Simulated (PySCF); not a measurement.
**C7H8O2S2: NMR shifts in solvents**

Aim: compute the NMR shifts of C7H8O2S2 (`COC(=O)c1cc(SC)cs1`), and see what a dielectric continuum does where one was used.

Programs: PySCF 2.14.0, with density-fitted response routines of our own. Each step states its level of theory. These are calculated values for one molecule, in the gas phase or a continuum, unless marked as measured. Atoms count from 0, in the outputs and in this text.

## (1) Starting geometry

19 atoms, charge 0, multiplicity 1; geometry from: GFN2-xTB. The atoms were then displaced at random by about 0.01 Å, so the start is not that level's minimum.

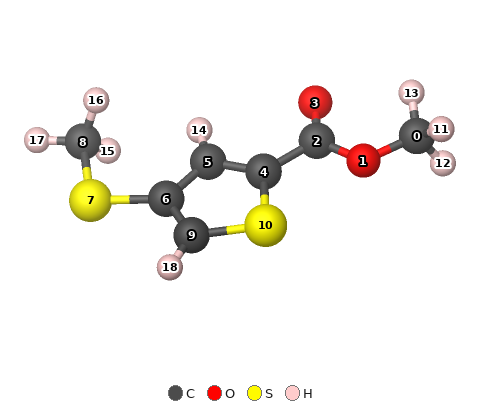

The starting geometry (carbon dark grey, oxygen red, sulfur yellow, hydrogen pink), atoms numbered; sticks join atoms by distance.

## (2) Optimising the geometry at PBE0-D3(BJ)/def2-SVP

What the job is given:

```
{"job": {"xc": "PBE0", "basis": "def2-SVP", "d3": "d3bj", "grid": 1, "shake": 0.01, "kind": "geom"}, "charge": 0, "multiplicity": 1}
C     -4.053840     0.161080    -0.530450
O     -2.769410    -0.277360    -0.830980
C     -1.768960     0.278600    -0.156040
O     -1.840210     1.150780     0.679690
C     -0.471780    -0.302980    -0.555610
C      0.755980     0.047290    -0.044160
C      1.812990    -0.701180    -0.630560
S      3.533190    -0.570350    -0.261640
C      3.543310     0.785990     0.971490
C      1.338600    -1.585930    -1.560190
S     -0.369370    -1.533210    -1.740410
H     -4.603950     0.265280    -1.472610
H     -4.599350    -0.524020     0.108220
H     -4.041650     1.159870    -0.029700
H      0.865950     0.782400     0.717870
H      2.974920     0.517780     1.841590
H      3.158890     1.698190     0.495460
H      4.580130     0.923330     1.221580
H      1.923850    -2.268490    -2.157320
```

Launch:

```
$ OMP_NUM_THREADS=1 python probes_run.py task.json out
```

The driver reads the jobs from task.json and runs them one after another.

Standard output:

```text
step   0  E = -1217.09341786  max force = 0.030304
step   1  E = -1217.09725781  max force = 0.012745
step   2  E = -1217.09707388  max force = 0.010298
step   3  E = -1217.09772404  max force = 0.002822
step   4  E = -1217.09781404  max force = 0.003625
step   5  E = -1217.09793228  max force = 0.001324
step   6  E = -1217.09798250  max force = 0.001984
step   7  E = -1217.09805848  max force = 0.001190
step   8  E = -1217.09813414  max force = 0.001410
step   9  E = -1217.09827779  max force = 0.002999
step  10  E = -1217.09839201  max force = 0.003265
step  11  E = -1217.09854242  max force = 0.002226
step  12  E = -1217.09856617  max force = 0.000703
step  13  E = -1217.09857123  max force = 0.000376
optimisation converged
```

Run time: 14 min. Hardware: 1 thread of Intel Xeon at 2.50GHz, shared host; peak memory 0.91 GiB.

The steps of the relaxation: (the energy doesn't fall at every step)

```csv
step,energy from step 0 (eV),largest force component (eV/Å)
0,0.0000,1.5583
1,-0.1045,0.6554
2,-0.0995,0.5295
3,-0.1172,0.1451
4,-0.1196,0.1864
5,-0.1228,0.0681
6,-0.1242,0.1020
7,-0.1263,0.0612
8,-0.1283,0.0725
9,-0.1322,0.1542
10,-0.1354,0.1679
11,-0.1394,0.1145
12,-0.1401,0.0361
13,-0.1402,0.0193
```

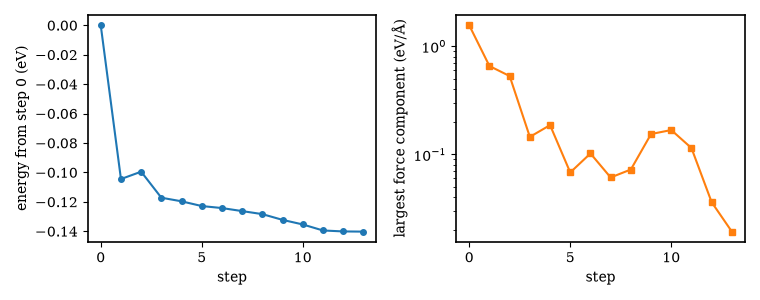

Energy and largest force along the relaxation.

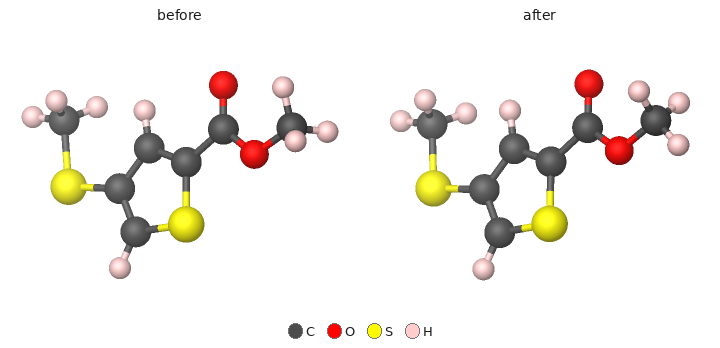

Before and after, at one scale.

Close pairs (by a distance rule), those that changed most:

```csv
bond,before (Å),after (Å),change (Å)
S7–C8,1.833,1.800,-0.033
C8–H15,1.073,1.100,+0.026
C0–O1,1.390,1.416,+0.025
C5–H14,1.065,1.089,+0.024
C8–H17,1.075,1.098,+0.023
C0–H13,1.117,1.100,-0.017
C0–H12,1.084,1.100,+0.016
C6–C9,1.368,1.383,+0.014
```

The final coordinates are the input of the step that follows.

```csv
at the end point,value
point group (found at 0.08 Å tolerance),Cs
"rotational constants (GHz, main isotopes)","1.875, 0.442, 0.359"
dipole moment (D),0.31
```

## (3) Nuclear shieldings: PBE0/pcSseg-1 in acetonitrile

What the job is given:

```
{"job": {"kind": "nmr", "xc": "PBE0", "basis": "pcSseg-1", "solvent": "acetonitrile", "pop": true}, "charge": 0, "multiplicity": 1}
C     -4.058972     0.321313    -0.462047
O     -2.791451    -0.195124    -0.823173
C     -1.744592     0.304382    -0.155052
O     -1.833795     1.143381     0.705873
C     -0.478529    -0.290038    -0.600979
C      0.759225     0.024488    -0.087738
C      1.807539    -0.707778    -0.708602
S      3.524606    -0.601592    -0.344780
C      3.544437     0.610831     0.986111
C      1.322201    -1.561151    -1.682169
S     -0.378131    -1.476607    -1.842464
H     -4.791460    -0.191544    -1.095807
H     -4.272323     0.128631     0.599733
H     -4.102815     1.407258    -0.632828
H      0.870279     0.760242     0.707312
H      2.977082     0.262821     1.861350
H      3.165102     1.587638     0.652819
H      4.599301     0.721628     1.271791
H      1.900256    -2.236086    -2.312606
```

Level: GIAO PBE0/pcSseg-1 NMR shielding, non-relativistic, IEF-PCM acetonitrile.

Standard output:

```text
coarse grid: 17984 points
cycle   1  E = -1217.3333755504  dE =  1.993e+00  |g| = 8.642e-01  |ddm| = 4.529e+00
cycle   2  E = -1217.0712338183  dE =  2.621e-01  |g| = 1.475e+00  |ddm| = 1.986e+00
cycle   3  E = -1217.4641589175  dE = -3.929e-01  |g| = 2.102e-01  |ddm| = 1.461e+00
cycle   4  E = -1217.4714720883  dE = -7.313e-03  |g| = 8.319e-02  |ddm| = 2.015e-01
cycle   5  E = -1217.4726501555  dE = -1.178e-03  |g| = 1.434e-02  |ddm| = 5.787e-02
cycle   6  E = -1217.4726874408  dE = -3.729e-05  |g| = 5.874e-03  |ddm| = 1.689e-02
cycle   7  E = -1217.4726954557  dE = -8.015e-06  |g| = 1.143e-03  |ddm| = 6.432e-03
final grid: 167344 points
cycle   8  E = -1217.5644116084  dE = -2.550e-05  |g| = 1.625e-02  |ddm| = 5.236e-02
cycle   9  E = -1217.5643423933  dE =  6.922e-05  |g| = 2.455e-02  |ddm| = 3.376e-02
cycle  10  E = -1217.5644654065  dE = -1.230e-04  |g| = 2.156e-03  |ddm| = 2.186e-02
cycle  11  E = -1217.5644663186  dE = -9.121e-07  |g| = 4.208e-04  |ddm| = 1.928e-03
cycle  12  E = -1217.5644663454  dE = -2.685e-08  |g| = 1.985e-04  |ddm| = 4.577e-04
cycle  13  E = -1217.5644663529  dE = -7.479e-09  |g| = 4.312e-05  |ddm| = 1.706e-04
cycle  14  E = -1217.5644663533  dE = -3.945e-10  |g| = 1.641e-05  |ddm| = 4.826e-05
converged SCF energy = -1217.5644663533

GIAO shielding tensors (ppm)
atom      isotropic    diamagn.    paramagn.     s11        s22        s33       span
  0 C      132.037     239.409    -107.371    101.650    116.064    178.398     76.748
  1 O      152.277     401.470    -249.193    -20.093    230.277    246.648    266.741
  2 C       17.651     249.966    -232.315    -72.139     54.858     70.236    142.375
  3 O      -41.655     407.259    -448.914   -268.161   -178.581    321.777    589.938
  4 C       45.839     266.568    -220.728    -24.618     44.527    117.609    142.227
  5 C       47.267     252.568    -205.301    -37.942     28.482    151.261    189.203
  6 C       40.839     262.653    -221.814    -25.727     24.138    124.106    149.832
  7 S      512.784    1054.237    -541.453    329.751    450.307    758.294    428.543
  8 C      166.156     250.029     -83.873    153.206    162.115    183.146     29.940
  9 C       52.232     259.618    -207.386    -31.484     52.288    135.892    167.375
 10 S      261.087    1056.982    -795.896    127.415    254.426    401.418    274.003
 11 H       27.315      24.850       2.466     23.054     25.714     33.178     10.124
 12 H       27.327      26.238       1.089     23.439     24.922     33.621     10.182
 13 H       27.332      25.896       1.436     23.455     24.908     33.633     10.177
 14 H       23.437      35.662     -12.226     18.275     22.450     29.585     11.309
 15 H       28.585      30.330      -1.745     24.109     26.223     35.422     11.313
 16 H       28.552      30.006      -1.454     24.050     26.180     35.427     11.376
 17 H       28.836      25.438       3.398     23.246     25.907     37.354     14.108
 18 H       24.046      31.121      -7.075     19.674     25.944     26.521      6.847
```

Run time: 2.5 min. Hardware: 1 thread of Intel Xeon at 2.50GHz, shared host; peak memory 1.3 GiB.

The references, computed at this level on geometries of the same kind, shield at (ppm): 1H TMS 31.24, 13C TMS 185.5, 17O H2O 343.0, 33S CS2 495. Their shielding less the atom's gives the shift. The references are single molecules in the same continuum, so shifts against H2O, NH3, PH3, H3PO4 or CFCl3 are not on the usual liquid scales and can be off by tens of ppm. Atoms listed in one row are averaged.

```csv
atoms,environment,σ (ppm),δ (ppm)
C2,ester carbonyl carbon,17.7,167.8
C6,aromatic carbon bearing sulfur,40.8,144.6
C4,substituted aromatic carbon next to the ring sulfur,45.8,139.6
C5,aromatic CH,47.3,138.2
C9,aromatic CH next to the ring sulfur,52.2,133.2
C0,methyl carbon bonded to O,132.0,53.4
C8,methyl carbon bonded to S,166.2,19.3
H14,hydrogen on an aromatic CH,23.44,7.80
H18,hydrogen on an aromatic CH next to the ring sulfur,24.05,7.19
"H11, H12, H13",hydrogen on a methyl carbon bonded to O,27.32,3.92
"H15, H16, H17",hydrogen on a methyl carbon bonded to S,28.66,2.58
O3,ester carbonyl oxygen,-41.7,384.7
O1,ester alkoxy oxygen,152.3,190.7
S10,aromatic ring sulfur,261,234
S7,sulfide sulfur,513,-17
```

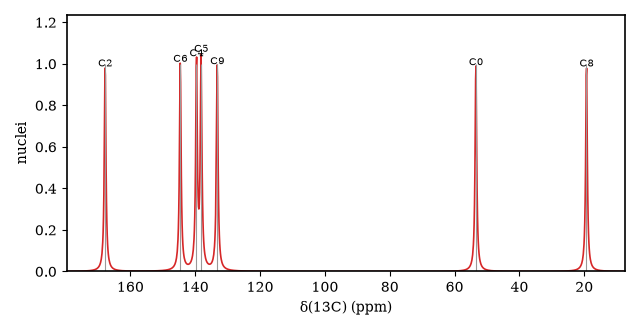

13C lines at the computed shifts, without couplings. Lines are broadened to a width of 0.59 ppm (Lorentzian).

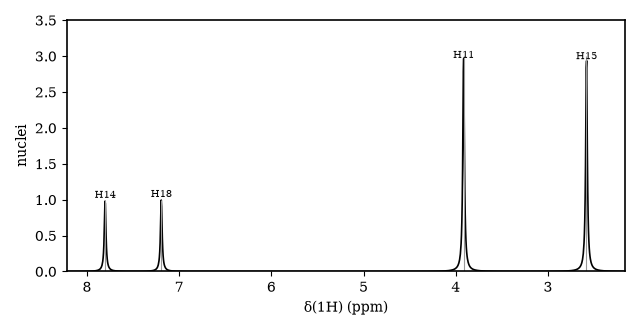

1H lines at the computed shifts, without couplings. Lines are broadened to a width of 0.02 ppm (Lorentzian).

Charges from the same density, by scheme (e):

```csv
atoms,Mulliken,IAO,Hirshfeld,ESP fit
C0,-0.04,-0.21,-0.03,-0.29
O1,-0.49,-0.34,-0.10,-0.26
C2,0.64,0.52,0.19,0.92
O3,-0.46,-0.51,-0.29,-0.63
C4,-0.51,-0.23,-0.06,-0.58
C5,0.10,-0.16,-0.06,0.28
C6,-0.25,-0.15,-0.05,-0.15
S7,0.07,0.15,0.00,-0.15
C8,-0.42,-0.51,-0.11,-0.39
C9,-0.24,-0.33,-0.09,-0.17
S10,0.38,0.39,0.12,0.08
```

Mulliken charges:

C0 -0.04; O1 -0.49; C2 0.64; O3 -0.46; C4 -0.51; C5 0.10; C6 -0.25; S7 0.07; C8 -0.42; C9 -0.24; S10 0.38; H11 0.15; H12 0.13; H13 0.13; H14 0.12; H15 0.17; H16 0.18; H17 0.18; H18 0.15

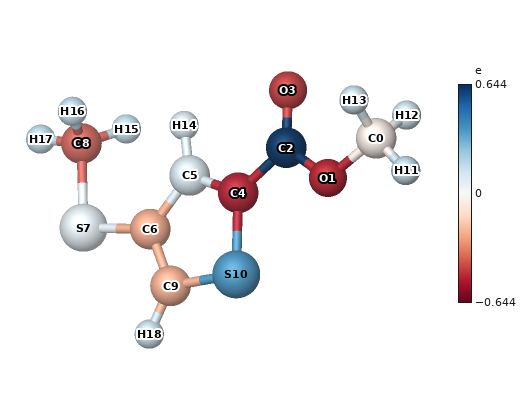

Mulliken charges, as colours on the atoms.

Mayer bond orders: C0–O1 0.86, O1–C2 1.11, C2–O3 1.91, C2–C4 0.99, C4–C5 1.47, C5–C6 1.21, C6–S7 1.03, S7–C8 1.00, C6–C9 1.47, C9–S10 1.18, S10–C4 1.14.

Ring of atoms C4, C5, C6, C9, S10: NICS(0) -11.6, NICS(1) -10.9, NICS(1)zz -23.6 ppm (means of both faces).

## (4) Shielding tensors: PBE0/pcSseg-1 in dichloromethane

Same as in step 3 but for these lines:

```diff
@@ -1,2 +1,2 @@
-{"job": {"kind": "nmr", "xc": "PBE0", "basis": "pcSseg-1", "solvent": "acetonitrile", "pop": true}, "charge": 0, "multiplicity": 1}
+{"job": {"kind": "nmr", "xc": "PBE0", "basis": "pcSseg-1", "solvent": "dichloromethane", "pop": false}, "charge": 0, "multiplicity": 1}
 C     -4.058972     0.321313    -0.462047
```

Method: GIAO PBE0/pcSseg-1 NMR shielding, non-relativistic, IEF-PCM dichloromethane.

Standard output:

```text
coarse grid: 17984 points
cycle   1  E = -1217.3308650309  dE =  1.995e+00  |g| = 8.661e-01  |ddm| = 4.529e+00
cycle   2  E = -1217.0592208997  dE =  2.716e-01  |g| = 1.492e+00  |ddm| = 2.019e+00
cycle   3  E = -1217.4619104207  dE = -4.027e-01  |g| = 2.181e-01  |ddm| = 1.498e+00
cycle   4  E = -1217.4698523817  dE = -7.942e-03  |g| = 8.443e-02  |ddm| = 2.090e-01
cycle   5  E = -1217.4710618810  dE = -1.209e-03  |g| = 1.472e-02  |ddm| = 5.880e-02
cycle   6  E = -1217.4711014873  dE = -3.961e-05  |g| = 6.027e-03  |ddm| = 1.769e-02
cycle   7  E = -1217.4711099812  dE = -8.494e-06  |g| = 1.202e-03  |ddm| = 6.778e-03
final grid: 167344 points
cycle   8  E = -1217.5628336627  dE = -2.476e-05  |g| = 1.638e-02  |ddm| = 5.236e-02
cycle   9  E = -1217.5627608173  dE =  7.285e-05  |g| = 2.492e-02  |ddm| = 3.459e-02
cycle  10  E = -1217.5628883572  dE = -1.275e-04  |g| = 2.229e-03  |ddm| = 2.267e-02
cycle  11  E = -1217.5628893436  dE = -9.864e-07  |g| = 4.327e-04  |ddm| = 2.021e-03
cycle  12  E = -1217.5628893724  dE = -2.882e-08  |g| = 1.981e-04  |ddm| = 4.665e-04
cycle  13  E = -1217.5628893798  dE = -7.385e-09  |g| = 4.672e-05  |ddm| = 1.737e-04
cycle  14  E = -1217.5628893803  dE = -4.604e-10  |g| = 1.832e-05  |ddm| = 5.264e-05
converged SCF energy = -1217.5628893803

GIAO shielding tensors (ppm)
atom      isotropic    diamagn.    paramagn.     s11        s22        s33       span
  0 C      132.085     239.371    -107.287    101.852    116.136    178.266     76.414
  1 O      152.928     401.413    -248.485    -18.935    229.937    247.781    266.716
  2 C       17.869     250.006    -232.137    -72.517     55.948     70.175    142.691
  3 O      -44.642     407.131    -451.773   -273.005   -182.239    321.319    594.324
  4 C       45.721     266.472    -220.752    -24.746     44.316    117.591    142.337
  5 C       47.525     252.580    -205.055    -37.704     29.048    151.231    188.935
  6 C       40.798     262.581    -221.783    -25.756     23.948    124.201    149.957
  7 S      511.716    1054.194    -542.478    328.097    450.297    756.754    428.657
  8 C      166.086     250.046     -83.960    153.283    161.990    182.985     29.702
  9 C       52.690     259.725    -207.035    -31.088     53.266    135.893    166.981
 10 S      260.937    1056.997    -796.060    127.046    253.864    401.903    274.858
 11 H       27.359      24.906       2.453     23.105     25.767     33.207     10.101
 12 H       27.337      26.266       1.071     23.445     24.941     33.624     10.179
 13 H       27.342      25.925       1.417     23.462     24.927     33.636     10.174
 14 H       23.470      35.709     -12.239     18.320     22.482     29.607     11.286
 15 H       28.611      30.380      -1.770     24.150     26.248     35.434     11.285
 16 H       28.579      30.056      -1.476     24.091     26.206     35.439     11.348
 17 H       28.868      25.491       3.376     23.293     25.952     37.359     14.066
 18 H       24.113      31.167      -7.055     19.759     25.990     26.590      6.831
```

It took 2.1 min on 1 thread of Intel Xeon at 2.50GHz, shared host; peak memory 1.3 GiB.

In short: δ C2 167.5, C6 144.5, C4 139.6, C5 137.8, H14 7.77, H18 7.13 ppm.

## (5) Run by run: NMR shifts

Shifts (ppm) of some atoms, chosen among heavy atoms and hydrogens apart, with basis size and wall time:

```csv
run,C5,C9,H14,H18,O3,O1,S7,functions,time
PBE0/pcSseg-1 in acetonitrile,138.2,133.2,7.80,7.19,384.7,190.7,-17,241,2.5 min
PBE0/pcSseg-1 in dichloromethane,137.8,132.6,7.77,7.13,386.7,189.1,-16,241,2.1 min
```

The continuum's effect on the ground state:

```csv
solvent,ε,polarisation energy (Eh),μ (D)
dichloromethane,8.93,-0.0116,0.38
acetonitrile,35.69,-0.0135,0.38
```

## (6) Results

| quantity | value |
| --- | --- |
| point group | Cs |
| rotational constants (main isotopes) | 1.87, 0.44, 0.36 GHz |
| 13C shifts against TMS (PBE0/pcSseg-1, acetonitrile) | 167.8, 144.6, 139.6, 138.2, 133.2, 53.4, 19.3 ppm |
| 1H shifts against TMS (PBE0/pcSseg-1, acetonitrile, means over atoms taken as alike) | 7.80, 7.19, 3.92, 2.58 ppm |
| 17O shifts against H2O (PBE0/pcSseg-1, acetonitrile) | 384.7, 190.7 ppm |
| 33S shifts against CS2 (PBE0/pcSseg-1, acetonitrile) | 234, -17 ppm |
| range of the shift of O3 | 384.7 to 386.7 ppm |

What this shows: The start of the PBE0/def2-SVP relaxation was shaken at random by about 0.01 Å, so part of the energy gained, and of the first lengths quoted, undoes that. The optimisation took 13 steps and gained 0.140 eV; among the close pairs (by a distance rule), S7–C8 changed most, from 1.833 to 1.800 Å. At PBE0/pcSseg-1: Shielding is most anisotropic at O3 (span 590 ppm, paramagnetic term -449 ppm). NICS(1)zz of -24 ppm above the planar ring from C4 marks a diatropic (aromatic) ring current. In ppm, O3 moves most: its shift spreads over 2.0 ppm, from 384.7 (PBE0/pcSseg-1 in acetonitrile) to 386.7 (PBE0/pcSseg-1 in dichloromethane). Each shift counts from a reference computed in the same medium, and that reference moves with the solvent too, so shifts and shieldings show the solvent's effect differently. The continuum holds electrostatics alone: no hydrogen bonds to the solvent, and the gas-phase geometry is kept.
